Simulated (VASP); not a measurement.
Band structure of Sr (fcc). These are PBE GGA with D3 dispersion (zero damping), VASP's PBE PAW potentials (set 64) (plane waves; VASP) values and carry that method's errors.

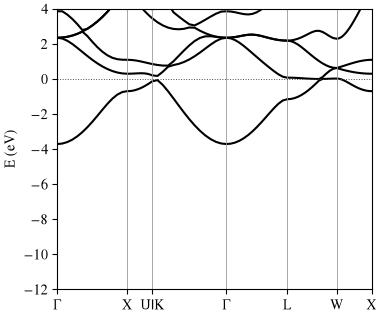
Figure: Bands along high-symmetry lines, zero at the valence-band maximum or, without a gap, the Fermi level

Question: Read the plot: is there a gap, and where are the band edges?

Answer: It has no gap at this level: it comes out as a metal or semimetal. (Edges off the drawn lines would not show.)

The compound is Sr in the fcc structure. It was relaxed first.
